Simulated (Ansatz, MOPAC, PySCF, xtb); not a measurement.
Dissociation curve of AlO (cation, charge +1), lowest triplet found (which spin is the ground state isn't settled by this scan).

- GFN1-xTB (xtb)
- ROCCSD = CCSD on ROHF/cc-pVDZ, frozen core (Ansatz, a first-principles code)
- UKS-B3LYP/LANL2DZ = unrestricted B3LYP/LANL2DZ, with its core potentials past Ne (PySCF)
- AM1, unrestricted, heats of formation (MOPAC)

Energies are in kcal/mol, each relative to the lowest point of its own curve between 1.46 and 2.23 Å, where full CI is lowest.

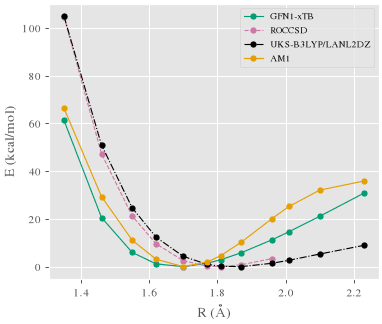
Figure. Energy against bond length for each method.

```csv
R / Å,GFN1-xTB,ROCCSD,UKS-B3LYP/LANL2DZ,AM1
1.35,61.3,104.7,104.9,66.3
1.46,20.6,47.3,50.9,29.3
1.55,5.9,21.3,24.6,11.1
1.62,1.2,9.5,12.3,3.1
1.70,0.0,2.5,4.3,0.0
1.77,1.4,0.2,0.9,1.9
1.81,2.9,0.0,0.1,4.6
1.87,5.8,0.8,0.0,10.3
1.96,11.2,3.4,1.4,20.1
2.01,14.6,—,2.7,25.2
2.10,21.1,—,5.3,32.1
2.23,30.8,—,8.9,35.9
```

At the longest distance, 2.23 Å, AM1 lies highest above its minimum (35.9 kcal/mol) and UKS-B3LYP/LANL2DZ lowest (8.9 kcal/mol).

A dash means that the run gave no value there, or that the column was ended at a point which the program doubted or which failed a test of continuity chosen for this set; such a test can also cut sound points.

The scan ran from 1.35 to 6.40 Å; beyond the distances shown full CI changes its symmetry label. The T1 diagnostic of CCSD on the restricted reference of ROCCSD exceeds 0.045 at 1.81 to 1.96 Å.
